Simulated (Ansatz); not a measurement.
# CH7AlO2Si: vertical spin-state energies in Python

Which spin state of CH7AlO2Si lies lowest at this geometry? Aim: vertical spin-state energies, for CH7AlO2Si, run from a script.

Computed with the Python package of Ansatz 0.2.0. Level of theory: r2SCAN0/def2-SVPD.

### Step 1. The system

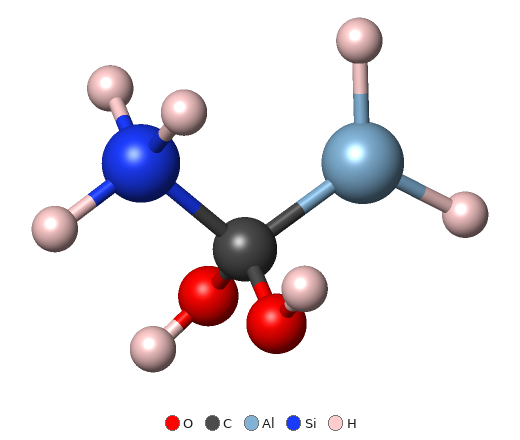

The starting structure, viewed from a chosen angle; oxygen red, carbon dark grey, aluminium light blue, silicon blue, hydrogen pink.

No structure file is read: the coordinates are typed or built in the script.

### Step 2. Script

spin_ch7alo2si.py reads:

```python
import ansatz as az

GEOMETRY = '''
O    -0.88780    1.49010    0.09520
C    -0.06610    0.45680    0.29390
O     0.95650    0.86460    1.12220
Al   -1.04430   -1.00580    1.14600
Si    0.60150   -0.16020   -1.37690
H    -0.38770    2.31650   -0.23260
H     1.60530    0.07870    1.28140
H    -1.21030   -2.41400    0.41350
H    -1.82040   -0.75800    2.60320
H     1.36480    0.92460   -1.98450
H    -0.53290   -0.54530   -2.20350
H     1.49840   -1.30310   -1.12390
'''


def main() -> None:
    geometry = az.Crystal.molecule()
    for line in GEOMETRY.strip().splitlines():
        symbol, *xyz = line.split()
        geometry = geometry.atom(symbol, [float(v) for v in xyz])

    model = (
        geometry.calculation()
        .basis(gaussian='def2-SVPD')
        .functional('R2SCAN0')
    )
    found = {}
    for unpaired in [0, 2, 4]:
        report = model.spin('collinear', total=unpaired).run(threads=1, backend='cpu').report
        s = unpaired / 2
        found[unpaired] = report['free_energy_ev']
        print(f'2S+1 = {unpaired + 1}: E = {found[unpaired]:.5f} eV, <S^2> = {abs(report["mean_field"]["state"]["spin_squared"]):.3f} (pure state {s * (s + 1):.2f})')
    lowest = min(found, key=found.get)
    for unpaired, e in found.items():
        print(f'multiplicity {unpaired + 1}: {96.485332 * (e - found[lowest]):.1f} kJ/mol above the lowest')


if __name__ == '__main__':
    main()
```

### Step 3. The calls as engine input

The package turns the script's settings into the engine's input (first run):

```yaml
crystal:
  periodic: [false, false, false]
  atoms:
    - { symbol: O, position_ang: [-0.8878, 1.4901, 0.0952] }
    - { symbol: C, position_ang: [-0.0661, 0.4568, 0.2939] }
    - { symbol: O, position_ang: [0.9565, 0.8646, 1.1222] }
    - { symbol: Al, position_ang: [-1.0443, -1.0058, 1.146] }
    - { symbol: Si, position_ang: [0.6015, -0.1602, -1.3769] }
    - { symbol: H, position_ang: [-0.3877, 2.3165, -0.2326] }
    - { symbol: H, position_ang: [1.6053, 0.0787, 1.2814] }
    - { symbol: H, position_ang: [-1.2103, -2.414, 0.4135] }
    - { symbol: H, position_ang: [-1.8204, -0.758, 2.6032] }
    - { symbol: H, position_ang: [1.3648, 0.9246, -1.9845] }
    - { symbol: H, position_ang: [-0.5329, -0.5453, -2.2035] }
    - { symbol: H, position_ang: [1.4984, -1.3031, -1.1239] }
basis:
  gaussian:
    orbitals: def2-SVPD
hamiltonian:
  xc: r2scan0
magnetization:
  spin_polarized: true
  initial_magnetization: 0.0
```

### Step 4. Running it

Command:

```console
$ python spin_ch7alo2si.py
```

What it wrote:

```text
2S+1 = 1: E = -19704.37713 eV, <S^2> = 0.000 (pure state 0.00)
2S+1 = 3: E = -19701.64602 eV, <S^2> = 2.011 (pure state 2.00)
2S+1 = 5: E = -19696.11994 eV, <S^2> = 6.022 (pure state 6.00)
multiplicity 1: 0.0 kJ/mol above the lowest
multiplicity 3: 263.5 kJ/mol above the lowest
multiplicity 5: 796.7 kJ/mol above the lowest
```

Wall time 57 s (1 thread of Intel Xeon 6975P-C (Granite Rapids), shared host); peak memory 0.69 GiB.

### Step 5. Inputs of later runs

The engine's inputs for the other runs:

Run 2, against run 1:

```diff
@@ -23 +23 @@
-  initial_magnetization: 0.0
+  initial_magnetization: 2.0
```

Run 3, against run 1:

```diff
@@ -23 +23 @@
-  initial_magnetization: 0.0
+  initial_magnetization: 4.0
```

### Step 6. Run by run

From the records of these 3 runs:

| run | 2S+1 | energy from run 1 (eV) | <S²> | SCF cycles | CPU time (s) |
| --- | --- | --- | --- | --- | --- |
| 1 | 1 | 0.0000 | 0.00 | 15 | 12 |
| 2 | 3 | 2.7311 | 2.01 | 22 | 18 |
| 3 | 5 | 8.2572 | 6.02 | 41 | 26 |

### Step 7. Results

```
        quantity             value
   runs compared                 3
          lowest  run 1 (2S+1 = 1)
next above it by          2.731 eV
```

In order: multiplicity 1 (+0.00 eV), multiplicity 3 (+2.73 eV) and multiplicity 5 (+8.26 eV), all at the one geometry. The geometry is a force-field or estimated start, not a minimum of this method, and the basis set is short of its limit. All parts are taken at fixed geometry, without zero-point energy.
